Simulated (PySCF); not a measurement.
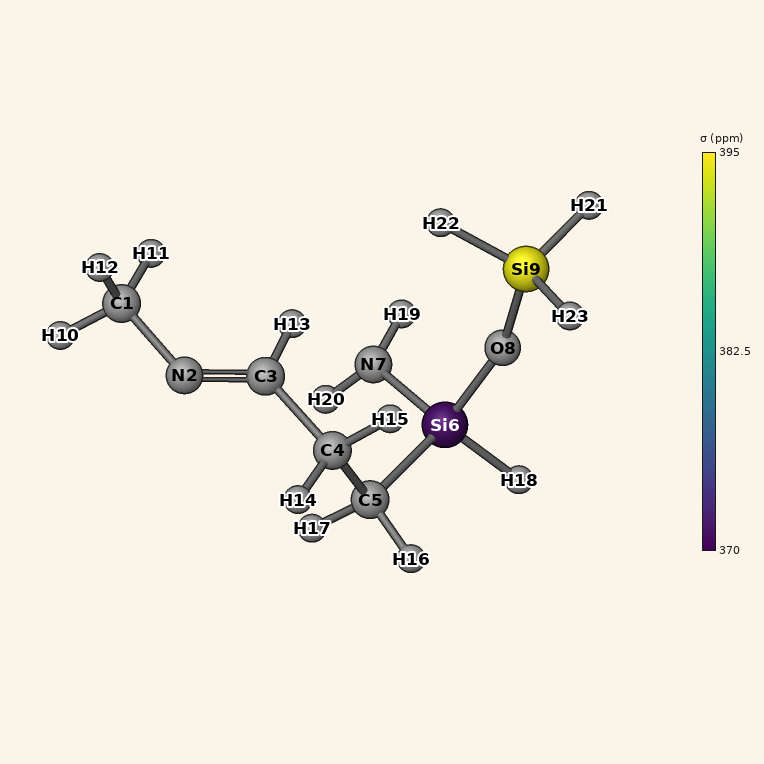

Atoms are coloured by their isotropic NMR shieldings (Si only, the others grey). The geometry was computed by an optimisation with GFN2-xTB. No frequency run is at hand to confirm it as a minimum. Properties computed with GIAO PBE0/pcSseg-1 NMR shielding, non-relativistic, gas phase (PySCF 2.14.0).

Give the isotropic NMR shieldings of the Si atoms atom by atom.

```csv
atom,σ (ppm)
Si6,371.1
Si9,394.2
```

The geometry is semi-empirical. Around Si such bond lengths and angles can be off by a tenth of an ångström or more and by several degrees, and values that hang on the shape move with them.
